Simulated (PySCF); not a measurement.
# C5H11FOSi: the cost of one run

Computed with PySCF 2.14.0 and routines of our own; the level stands in each step. Atoms count from 0.

### 1 The starting structure

19 atoms, charge 0, multiplicity 1; geometry from: GFN2-xTB.

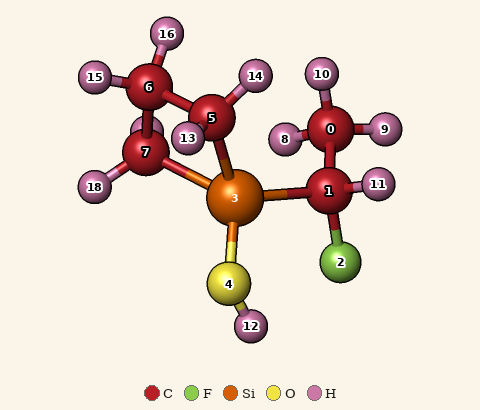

The starting geometry (carbon red, fluorine green, silicon orange, oxygen yellow, hydrogen pink).

### 2 Magnetic properties: GIAO PBE/pcSseg-1

Job settings and geometry (Å):

```
{"job": {"kind": "mag", "xc": "PBE", "basis": "pcSseg-1", "isotopologues": 2}, "charge": 0, "multiplicity": 1}
C     -2.032484     0.486893     1.154165
C     -1.716950    -0.487697     0.035734
F     -2.229241    -1.747024     0.374364
Si     0.158512    -0.735720    -0.339366
O      0.353240    -2.177065    -1.067728
C      1.099634     0.700857    -1.160998
C      1.821902     1.013465     0.166576
C      1.402486    -0.208398     1.012211
H     -1.573422     0.153420     2.080919
H     -3.107047     0.564459     1.308455
H     -1.636963     1.464426     0.895672
H     -2.266257    -0.208763    -0.870689
H     -0.235103    -2.904586    -0.873417
H      1.791793     0.370627    -1.930180
H      0.540532     1.541002    -1.563568
H      2.900142     1.101502     0.051846
H      1.450915     1.938087     0.605546
H      1.045459     0.054164     2.004247
H      2.223046    -0.910399     1.139077
```

Method: GIAO PBE/pcSseg-1 magnetisability, rotational g tensor and spin-rotation constants, non-relativistic, gas phase.

Command:

```console
$ OMP_NUM_THREADS=1 python excited_run.py task.json out
```

One launch serves the whole session: the jobs run in the order shown.

**Question.** How long does this first job take on 1 thread of Intel Xeon Platinum 8488C, shared host, and how much memory does it need?

About 50 s, with a peak of 0.69 GiB.
